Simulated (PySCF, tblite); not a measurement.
# C4H7BO2Si: dynamics, then NMR shifts on frames, part 2 of 2

tblite 0.8.0 and PySCF 2.14.0. Atoms count from 0. Earlier steps stand in the parts before.

## Step 6: NMR shieldings: 800 fs, PBE0/pcSseg-1

Job settings and geometry (Å):

```
{"job": {"kind": "nmr", "xc": "PBE0", "basis": "pcSseg-1", "pop": false}, "charge": 0, "multiplicity": 1}
O      1.753700     1.483000     0.869800
B      1.285500     0.439500     0.105000
O      2.240500    -0.281700    -0.517900
C     -0.194800    -0.082800     0.059500
C     -1.145900     0.877500     0.035700
C     -2.571800     0.353900     0.282300
C     -2.708900    -1.000800     0.360300
Si    -0.970500    -1.801300     0.123500
H      1.105000     1.710900     1.531900
H      3.164100     0.084300    -0.325900
H     -0.971000     1.931500     0.138100
H     -3.343200     1.151500     0.275900
H     -3.537400    -1.583100     0.610700
H     -0.631600    -2.731600     1.147300
H     -1.080800    -2.267700    -1.199200
```

Level: GIAO PBE0/pcSseg-1 NMR shielding, non-relativistic, gas phase.

Log:

```text
coarse grid: 13568 points
cycle   1  E = -620.7103281216  dE =  1.093e+00  |g| = 9.012e-01  |ddm| = 3.574e+00
cycle   2  E = -620.5731775058  dE =  1.372e-01  |g| = 1.254e+00  |ddm| = 1.539e+00
cycle   3  E = -620.8654609166  dE = -2.923e-01  |g| = 1.136e-01  |ddm| = 9.500e-01
cycle   4  E = -620.8678359925  dE = -2.375e-03  |g| = 6.080e-02  |ddm| = 1.574e-01
cycle   5  E = -620.8687416153  dE = -9.056e-04  |g| = 1.929e-02  |ddm| = 6.651e-02
cycle   6  E = -620.8688277025  dE = -8.609e-05  |g| = 4.322e-03  |ddm| = 1.801e-02
cycle   7  E = -620.8688321403  dE = -4.438e-06  |g| = 9.682e-04  |ddm| = 4.319e-03
final grid: 127992 points
cycle   8  E = -620.9335522920  dE = -3.769e-05  |g| = 8.923e-03  |ddm| = 2.867e-02
cycle   9  E = -620.9335368847  dE =  1.541e-05  |g| = 1.243e-02  |ddm| = 1.704e-02
cycle  10  E = -620.9335698736  dE = -3.299e-05  |g| = 9.662e-04  |ddm| = 1.010e-02
cycle  11  E = -620.9335700454  dE = -1.717e-07  |g| = 3.853e-04  |ddm| = 1.058e-03
cycle  12  E = -620.9335700769  dE = -3.157e-08  |g| = 1.313e-04  |ddm| = 3.763e-04
cycle  13  E = -620.9335700808  dE = -3.816e-09  |g| = 4.186e-05  |ddm| = 1.381e-04
cycle  14  E = -620.9335700812  dE = -4.472e-10  |g| = 9.382e-06  |ddm| = 5.204e-05
converged SCF energy = -620.9335700812

GIAO shielding tensors (ppm)
atom      isotropic    diamagn.    paramagn.     s11        s22        s33       span
  0 O      216.470     390.344    -173.875    123.876    251.110    274.423    150.548
  1 B       71.712     193.413    -121.702     56.526     63.981     94.628     38.102
  2 O      189.284     386.523    -197.239     95.188    223.666    248.997    153.809
  3 C       35.357     264.039    -228.681    -67.236     -4.701    178.009    245.245
  4 C       10.668     257.472    -246.803   -115.310     24.662    122.653    237.963
  5 C       27.865     254.401    -226.536    -78.726     31.266    131.056    209.782
  6 C       40.267     263.289    -223.022    -71.831     11.961    180.671    252.503
  7 Si     381.691     882.104    -500.413    289.255    413.963    441.854    152.600
  8 H       28.281      34.206      -5.925     21.946     25.972     36.925     14.979
  9 H       26.018      27.665      -1.647     20.575     23.189     34.291     13.716
 10 H       23.685      34.649     -10.963     19.546     23.320     28.190      8.645
 11 H       24.018      29.029      -5.011     22.344     23.506     26.204      3.859
 12 H       24.746      30.872      -6.126     20.690     26.519     27.031      6.341
 13 H       27.448      29.610      -2.162     23.565     25.877     32.901      9.336
 14 H       27.407      29.974      -2.568     24.249     25.397     32.574      8.325
```

It took 16 s on 1 thread of Arm Neoverse V2, shared host; peak memory 0.83 GiB.

In short: δ C4 176.3, C5 159.1, C3 151.6, C6 146.7, H10 8.03, H11 7.70 ppm.

## Step 7: NMR shieldings: 1000 fs, PBE0/pcSseg-1

Job settings and geometry (Å):

```
{"job": {"kind": "nmr", "xc": "PBE0", "basis": "pcSseg-1", "pop": false}, "charge": 0, "multiplicity": 1}
O      1.929500     1.558600     0.883100
B      1.499900     0.368600     0.354300
O      2.455000    -0.578200     0.128000
C      0.029400    -0.015900     0.128600
C     -0.979600     0.833100     0.266600
C     -2.261500     0.382400    -0.150300
C     -2.413200    -0.894300    -0.498400
Si    -0.713500    -1.779500    -0.101600
H      1.311700     2.175500     1.234400
H      3.327000    -0.221400     0.266400
H     -0.872900     1.843600     0.635700
H     -3.083500     1.084300    -0.214600
H     -3.442000    -1.293300    -0.885600
H     -0.535000    -2.428100     1.199400
H     -0.198700    -2.711100    -0.993700
```

Method: GIAO PBE0/pcSseg-1 NMR shielding, non-relativistic, gas phase.

Log:

```text
coarse grid: 13568 points
cycle   1  E = -620.7150619981  dE =  1.256e+00  |g| = 9.050e-01  |ddm| = 3.621e+00
cycle   2  E = -620.5903813941  dE =  1.247e-01  |g| = 1.226e+00  |ddm| = 1.542e+00
cycle   3  E = -620.8713753092  dE = -2.810e-01  |g| = 1.009e-01  |ddm| = 9.475e-01
cycle   4  E = -620.8730349288  dE = -1.660e-03  |g| = 5.802e-02  |ddm| = 1.307e-01
cycle   5  E = -620.8738793624  dE = -8.444e-04  |g| = 1.598e-02  |ddm| = 6.465e-02
cycle   6  E = -620.8739382119  dE = -5.885e-05  |g| = 5.009e-03  |ddm| = 1.815e-02
cycle   7  E = -620.8739446804  dE = -6.469e-06  |g| = 8.847e-04  |ddm| = 5.527e-03
final grid: 127992 points
cycle   8  E = -620.9389933066  dE = -3.166e-05  |g| = 8.689e-03  |ddm| = 3.163e-02
cycle   9  E = -620.9389760617  dE =  1.724e-05  |g| = 1.247e-02  |ddm| = 1.669e-02
cycle  10  E = -620.9390100162  dE = -3.395e-05  |g| = 9.331e-04  |ddm| = 1.045e-02
cycle  11  E = -620.9390101925  dE = -1.763e-07  |g| = 4.288e-04  |ddm| = 1.244e-03
cycle  12  E = -620.9390102356  dE = -4.312e-08  |g| = 9.458e-05  |ddm| = 3.890e-04
cycle  13  E = -620.9390102374  dE = -1.745e-09  |g| = 3.441e-05  |ddm| = 9.473e-05
cycle  14  E = -620.9390102376  dE = -2.883e-10  |g| = 5.663e-06  |ddm| = 4.360e-05
converged SCF energy = -620.9390102376

GIAO shielding tensors (ppm)
atom      isotropic    diamagn.    paramagn.     s11        s22        s33       span
  0 O      242.168     387.464    -145.297    138.862    284.191    303.450    164.587
  1 B       75.570     194.067    -118.498     64.849     70.651     91.208     26.360
  2 O      214.615     386.251    -171.636    117.971    257.402    268.473    150.502
  3 C       39.605     263.408    -223.803    -49.119     -8.039    175.973    225.092
  4 C       29.797     257.202    -227.404    -90.043     40.132    139.303    229.347
  5 C       31.679     254.344    -222.665    -86.726     38.968    142.795    229.522
  6 C       38.213     261.899    -223.685    -70.283     24.341    160.582    230.864
  7 Si     382.137     881.111    -498.974    304.858    375.477    466.077    161.219
  8 H       27.770      33.989      -6.219     20.559     24.778     37.973     17.414
  9 H       27.912      29.836      -1.924     21.733     24.495     37.509     15.776
 10 H       24.533      34.895     -10.362     21.765     23.436     28.397      6.632
 11 H       24.473      30.363      -5.890     22.132     23.302     27.984      5.851
 12 H       23.870      26.946      -3.076     21.853     24.625     25.131      3.278
 13 H       26.924      29.004      -2.080     24.291     25.160     31.321      7.029
 14 H       27.758      30.179      -2.421     23.785     26.196     33.293      9.509
```

Wall time 16 s (1 thread of Arm Neoverse V2, shared host); peak memory 0.83 GiB.

In short: δ C4 157.1, C5 155.2, C6 148.7, C3 147.3, H12 7.85, H11 7.24 ppm.

## Step 8: Side by side: NMR shifts

Shifts (ppm) of some atoms, chosen among heavy atoms and hydrogens apart, with basis size and wall time:

| frame | C4 | C6 | C3 | H12 | H9 | O2 | O0 | functions | time |
| --- | --- | --- | --- | --- | --- | --- | --- | --- | --- |
| 250 fs | 157.6 | 152.8 | 141.5 | 6.73 | 5.06 | 121.4 | 112.6 | 178 | 22 s |
| 425 fs | 164.1 | 146.8 | 145.8 | 7.16 | 4.59 | 119.7 | 113.1 | 178 | 16 s |
| 625 fs | 162.1 | 142.3 | 139.3 | 5.75 | 5.26 | 134.2 | 122.0 | 178 | 17 s |
| 800 fs | 176.3 | 146.7 | 151.6 | 6.97 | 5.70 | 146.8 | 119.6 | 178 | 16 s |
| 1000 fs | 157.1 | 148.7 | 147.3 | 7.85 | 3.80 | 121.5 | 93.9 | 178 | 16 s |

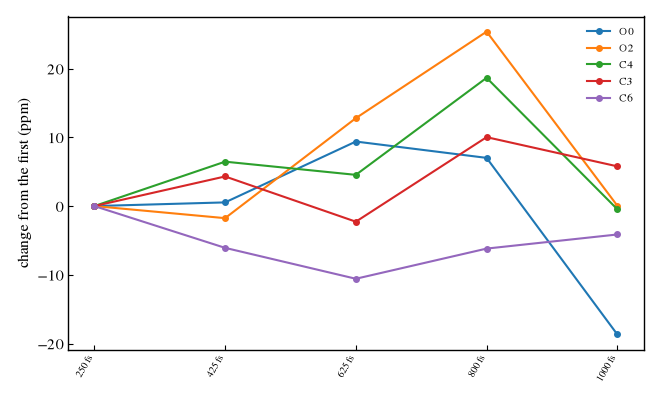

How five of the tabulated atoms move from run to run.

## Step 9: Results

The summary covers parts 1 to 2.

| quantity | value |
| --- | --- |
| thermostat | 300 K |
| mean temperature, second half | 318 K |
| mean potential energy above the minimum | 0.53 eV |
| ¹³C shifts against TMS (PBE0/pcSseg-1, 250 fs) | 157.6, 152.8, 149.0, 141.5 ppm |
| ¹H shifts against TMS (PBE0/pcSseg-1, 250 fs) | 7.24, 6.84, 6.73, 5.06, 4.85, 4.50, 4.16 ppm |
| ¹⁷O shifts against H2O (PBE0/pcSseg-1, 250 fs) | 121.4, 112.6 ppm |
| ¹¹B shifts against BF3·OEt2 (PBE0/pcSseg-1, 250 fs) | 23.8 ppm |
| ²⁹Si shifts against TMS (PBE0/pcSseg-1, 250 fs) | -36.4 ppm |
| surface potential, 1st and 99th percentile | -1.26 V and 2.22 V |
| range of the shift of O0 | 93.9 to 122.0 ppm |

In the second half the potential energy averages 0.53 eV above the minimum; equipartition over 39 harmonic modes at 300 K would give 0.50 eV. With 15 atoms the temperature swings widely (137 to 588 K). Shifts at one fixed geometry are not the observed spectrum, which averages over the motion. In the first frame run (250 fs): The largest span, 247 ppm, is at C6, where the paramagnetic term is -229 ppm. At PBE0/pcSseg-1, counted by nearest atom on the grid, the HOMO lies on C3, C6 about 28 % each; C4, C5 about 14 % each, the LUMO on C3, C4, C6 about 19 % each; C5 10 %. In ppm, O0 moves most: its shift spreads over 28.1 ppm, from 93.9 (1000 fs) to 122.0 (625 fs).
